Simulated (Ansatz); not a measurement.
**Frequency calculation of BNH$_{5}$ClO**

The run: frequency calculation of BNH$_{5}$ClO. Method and program: RHF/6-31G* (Ansatz 0.2.0).

It belongs to a series of runs on one base structure; here: vibrations at the highest image of the band.

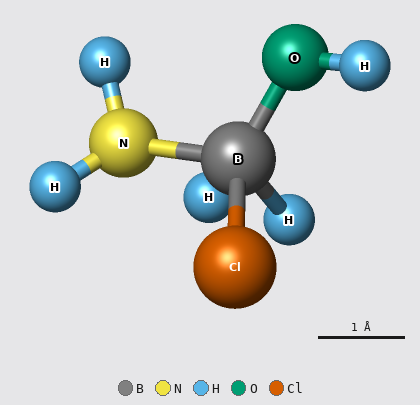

**Figure 1.** The input geometry (ball-and-stick view, seen at a tilt).

**Results in brief**

```csv
quantity,value
outcome,converged
total energy,−16772.8917 eV
mean-field energy,−16772.8917 eV
largest force (length of the vector),0.026 eV/Å
hardware,"1 thread of Intel Xeon @ 2.60GHz (Ice Lake), 24 GiB of memory available, shared host"
wall time,60 s
peak memory,0.15 GiB
```

**Input file**
```yaml
crystal:
  periodic: [false, false, false]
  atoms:
    - { symbol: B, position_ang: [-0.017184, 0.046052, 0.28898] }
    - { symbol: "N", position_ang: [-0.11192, 0.278233, 1.811312] }
    - { symbol: H, position_ang: [-0.940895, -0.014798, 2.287776] }
    - { symbol: H, position_ang: [0.723352, 0.07463, 2.324611] }
    - { symbol: O, position_ang: [1.213206, -0.417959, -0.10203] }
    - { symbol: H, position_ang: [1.278442, -0.591681, -1.030136] }
    - { symbol: Cl, position_ang: [-1.539686, -0.640525, -0.468619] }
    - { symbol: H, position_ang: [-0.120856, 1.44011, -0.007421] }
    - { symbol: H, position_ang: [-0.143659, 1.327839, 0.991028] }
basis:
  gaussian: { orbitals: "6-31G*" }
hamiltonian:
  xc: hf
phonons: {}
```

Command:
```bash
ansatz run input.yaml --threads 1 --pin off --max-ram 2048MiB --backend cpu --events-out ev --progress --plain --runs-dir out
```

**The program's output**
```
Engine: ansatz 0.2.0, x86_64-unknown-linux-gnu
Functional definition: HF
  exchange = exact_x
  correlation = 0
824 factors; integrals over basis functions are off by at most 5.2e-4 eV
mean field evaluation 1: about -16769.8120 eV, gradient 3.8e1 eV
mean field evaluation 2: about -16769.8689 eV, gradient 3.8e1 eV
mean field evaluation 4: about -16772.8588 eV, gradient 3.1e0 eV
mean field evaluation 8: about -16772.8917 eV, gradient 1.4e-4 eV
mean field -16772.89167644 eV, -616.3924000348 hartree, gradient 1.1e-5 eV, S^2 0.000000; 0 other end points of the search recorded, 0 dependent functions left out
the calculation of the forces begins
reference -16772.89167644 eV, -616.3924000348 hartree; 21, 21 occupied and 53, 53 virtual orbitals, 824 factors
these checks for a lower state are left out or cut short: stability, starts, cluster_reference, orbital_swaps, neighbouring_geometries, increment
824 factors; integrals over basis functions are off by at most 5.2e-4 eV
mean field evaluation 16: about -16772.8915 eV, gradient 1.3e-6 eV
mean field -16772.89150719 eV, -616.3923938150 hartree, gradient 7.9e-6 eV, S^2 0.000000; 0 other end points of the search recorded, 0 dependent functions left out
[... from here on the field's lines of each further geometry are left out, up to the last ...]
the calculation of the forces begins
reference -16772.89167243 eV, -616.3923998876 hartree; 21, 21 occupied and 53, 53 virtual orbitals, 824 factors
these checks for a lower state are left out or cut short: stability, starts, cluster_reference, orbital_swaps, neighbouring_geometries, increment
824 factors; integrals over basis functions are off by at most 5.2e-4 eV
mean field -16772.89173412 eV, -616.3924021547 hartree, gradient 3.1e-6 eV, S^2 0.000000; 0 other end points of the search recorded, 0 dependent functions left out
the calculation of the forces begins
reference -16772.89173412 eV, -616.3924021547 hartree; 21, 21 occupied and 53, 53 virtual orbitals, 824 factors
WARN: phonons: modes at or below zero, which the zero-point energy, F, S and C_V leave out: 1, the lowest at -2054.49 cm⁻¹. A minimum has none, and a first-order saddle one
Total energy: -16772.89167644 eV, -616.3924000348 hartree
Atom 0 at    -0.017184     0.046052     0.288980 Å, force    -0.009036     0.006602     0.023127 eV/Å
Atom 1 at    -0.111920     0.278233     1.811312 Å, force     0.001787     0.007909     0.001752 eV/Å
Atom 2 at    -0.940895    -0.014798     2.287776 Å, force     0.001609    -0.000196    -0.002170 eV/Å
Atom 3 at     0.723352     0.074630     2.324611 Å, force     0.002480    -0.004678    -0.003627 eV/Å
Atom 4 at     1.213206    -0.417959    -0.102030 Å, force    -0.000815     0.002877    -0.010125 eV/Å
Atom 5 at     1.278442    -0.591681    -1.030136 Å, force     0.000779    -0.000929     0.002924 eV/Å
Atom 6 at    -1.539686    -0.640525    -0.468619 Å, force    -0.000000    -0.004361    -0.004778 eV/Å
Atom 7 at    -0.120856     1.440110    -0.007421 Å, force     0.013764     0.002429     0.005271 eV/Å
Atom 8 at    -0.143659     1.327839     0.991028 Å, force    -0.010567    -0.009654    -0.012374 eV/Å
Dipole moment:     0.223653     0.174107     0.399309 e Å
Vibrations: -2054.49 276.55 322.97 377.08 416.02 523.27 679.11 842.20 914.29 946.56 1009.04 1056.46 1253.19 1359.04 1584.43 1725.72 1965.71 2102.24 3763.79 3878.29 4133.65 cm⁻¹, zero-point energy 1.805806 eV
```

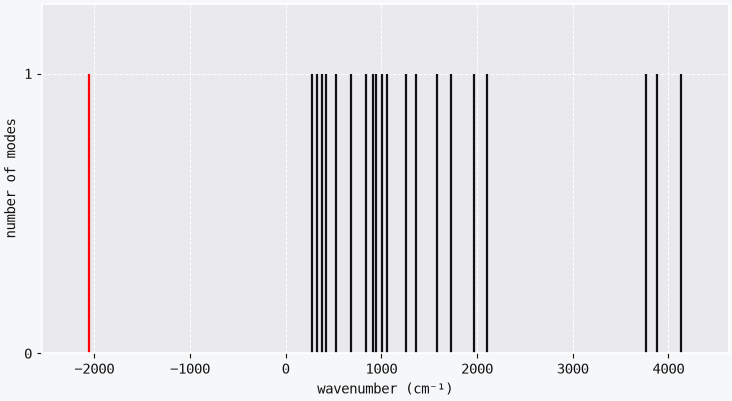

**Figure 2.** Harmonic vibrational wavenumbers from the force constants; neighbouring modes closer than 28 cm⁻¹ are counted in one stick, and imaginary ones are drawn at negative wavenumbers. 21 modes from 2054i to 4134 cm⁻¹, 1 imaginary beyond 8i (2054i cm⁻¹): a first-order saddle point, if the geometry is stationary.
